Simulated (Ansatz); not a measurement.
# Fitting and testing ρ(T) of Zn (P6_3/mmc)

Wanted: a compact model of ρ(T) for Zn (P6_3/mmc) and a check of it.

The resistivities were computed with Ansatz 0.2.0 (DFT PBE, scalar-relativistic, plane waves, PAW; PAW set soft_1) from the linearised Boltzmann equation with harmonic phonons, on q 8×8×4, k 24×24×12, scattering 48×48×20; the fit below is done by hand on them.

Experimental background.

For Zn (bulk crystal), “CRC Handbook of Chemistry and Physics, 84th edition, Electrical Resistivity of Pure Metals” (2003, CRC Press, section 12, read from Wikipedia's data page) quotes earlier work: resistivity at 300 K 6.06 μΩ cm; resistivity at 80 K 1.15 μΩ cm; resistivity at 500 K 10.82 μΩ cm.

## Step 1: Computed resistivities

Symmetry: P6_3/mmc, No. 194, hexagonal system. Conventional cell: a = 2.620 Å, b = 2.620 Å, c = 5.206 Å, α = 90.00°, β = 90.00°, γ = 120.00°. Zn on site c has 6 Zn at 2.62 Å as nearest neighbours.

This is the relaxed cell of the run, from steps not shown here.

The mean resistivity of the three axes from 50 to 600 K, with one row held back; rows over the melting point are left out; the colder rows stay outside the fit and test it at the end:

```
T (K)  ρ (μΩ cm)
   50      1.567
   80      2.862
  100      3.721
  150      5.835
  200      7.917
  273      10.92
  300      12.04
  400          ?
  500      20.23
  600      24.32
```

Rows over the melting point describe no crystal.

## Step 2: The fit

Bloch and Grüneisen's form is ρ(T) = A (T/Θ)⁵ J₅(Θ/T), with J₅(z) the integral of x⁵/((eˣ − 1)(1 − e⁻ˣ)) from 0 to z. It goes as T⁵ far below Θ and as A T/(4Θ) far above. For a trial Θ the best A is the geometric mean of ρ/[(T/Θ)⁵ J₅] over the rows, and the scatter of that ratio measures the fit:

```
Θ (K)  A (μΩ cm)  scatter (%)
   66      10.26          5.1
   88      13.90          2.9
  100      15.95          1.6
  110      17.71          0.8
  122      19.88          1.8
  138      22.90          4.2
  164      28.13          8.7
```

The scatter is least at Θ = 110 K, with A = 17.71 μΩ cm (0.8 % r.m.s.).

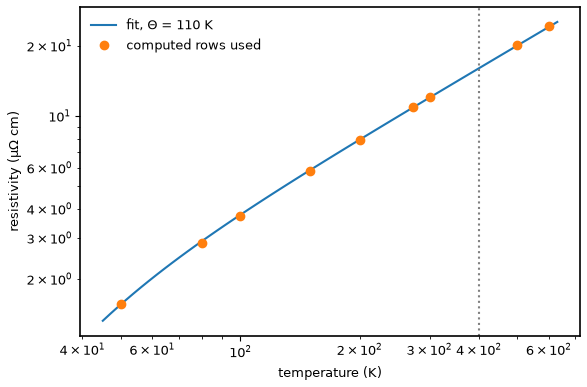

The fit through the rows used; the dotted line marks the temperature held back.

## Step 3: The row held back

At T = 400 K, Θ/T = 0.275, J₅ = 0.001424 and (T/Θ)⁵ = 635.8, so the fit gives 16.03 μΩ cm. The computed value is 16.13 μΩ cm: the fit is off by -0.62 %. Outside its range, at 20 K, it gives 0.214 against 0.302 μΩ cm computed, 0.71 times that; at that temperature the run's own test moves by 8 % between meshes in the component that moves most. Among the rows used, the largest miss is +1.5 %, at 80 K.

## Step 4: What the two numbers mean

Θ = 110 K is 1.52 times ħω_log/k_B (72 K) and 0.34 of the highest phonon frequency (320 K). The high-temperature slope of the fit, A/(4Θ), is 0.0402 μΩ cm/K. The same slope from the run's transport coupling and plasma energy, 2π k_B λ_tr/(ħ ε₀ ω_p²) with λ_tr = 0.677, 0.677, 1.24 (xx, yy, zz) and ħω_p = 8.60, 8.60, 9.54 (xx, yy, zz) eV, is 0.0428 μΩ cm/K in the mean of the axes, +6.4 % from it. For comparison, the computed rows rise by 0.0409 μΩ cm/K between the two hottest.

## Step 5: Summary of results

```json
{"Θ": "110 K", "A": "17.71 μΩ cm", "scatter of the fit": "0.8 %", "held-back row at 400 K, fit against computed": "16.03 against 16.13 μΩ cm"}
```

What this shows: Two numbers, Θ = 110 K and A = 17.7 μΩ cm, hold the computed ρ(T) from 50 to 600 K within 0.81 % r.m.s. and predict the held-back row within 0.62 %. At 20 K, outside the rows fitted, it gives 0.71 times the computed value. By the run's own test the resistivity at 300 K moves by 9 % between its two finest scattering meshes, in the component that moves most. The mean hides an anisotropy: at 300 K the components are 10.5, 10.5, 15.2 (xx, yy, zz) μΩ cm. The fit describes the calculation: impurities, thermal expansion, changes of phase and anharmonicity are in neither.

Computed beside measured:

| quantity | measured | q 8×8×4, fine 48×48×20 |
| --- | --- | --- |
| resistivity at 300 K (computed: phonon part alone; the measured value holds the sample's residual resistivity) (μΩ cm) | 6.06 | 12.04 (+98.6 %) |
| resistivity at 80 K (computed: phonon part alone; the measured value holds the sample's residual resistivity) (μΩ cm) | 1.15 | 2.86 (+148.9 %) |
| resistivity at 500 K (computed: phonon part alone; the measured value holds the sample's residual resistivity) (μΩ cm) | 10.82 | 20.23 (+86.9 %) |

Measured values from CRC Press, section 12, read from Wikipedia's data page (2003).

How well it matches: The resistivity at 300 K is off by +98.6 %: a clear miss. The resistivity at 80 K is off by +148.9 %: a clear miss. The resistivity at 500 K is off by +86.9 %: a clear miss.

[Logs are printed without paths, hosts, clocks, repeated set-up lines and the standing remarks that a program may print on its own settings, such as how far it seeks lower states.]

[Hosts, paths, dates, database ids (printed as entryN), source tags and the programs' standing remarks are cut or masked in the printed files.]
